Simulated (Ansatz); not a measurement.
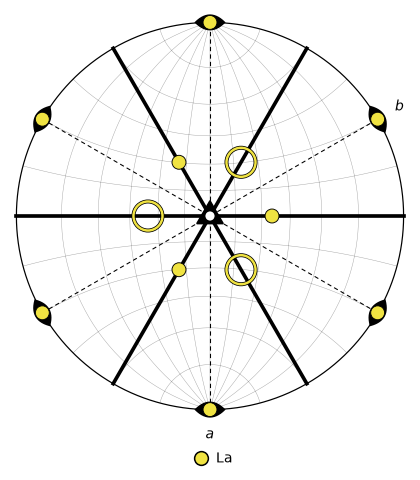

For La, the end point of a relaxation at fixed volume with DFT HSE06, scalar-relativistic, plane waves, PAW in Ansatz 0.2.0: directions from one lanthanum atom at (0, 0, 0) to its bonded neighbours, in stereographic projection down c (filled: above the plane of the page or in it, open: below). All values are computed from the atomic coordinates in the standard setting (tolerance 0.002 Å).

Neighbours are counted up to 4.25 Å for La. The symmetry elements of the site are drawn in: heavy lines are mirror planes (a heavy rim: a mirror in the plane of the page); lens, triangle, square and hexagon are 2-, 3-, 4- and 6-fold axes, a lens in an open square is −4, a triangle in an open hexagon −6; thin dashed diameters join the ends of axes that lie in the page; a small open circle marks inversion.

```
La
1.0
     3.81519    0.00000    0.00000
    -1.90759    3.30405    0.00000
     0.00000    0.00000   12.33887
La
4
Direct
  0.00000 0.00000 0.00000
  0.00000 0.00000 0.50000
  0.33333 0.66667 0.25000
  0.66667 0.33333 0.75000
```

> How many neighbours are there, and at what angles?

12: 6 La at 3.79 Å, 6 La at 3.82 Å. Angles between bonds: 60° (24×), 90° (12×), 120° (24×), 180° (6×).

> What is the site's symmetry in the crystal?

Point group -3m (D3d), order 12: one threefold axis, three twofold axes, three mirror planes, an inversion centre. In No. 194, P6_3/mmc this is Wyckoff position 2a.
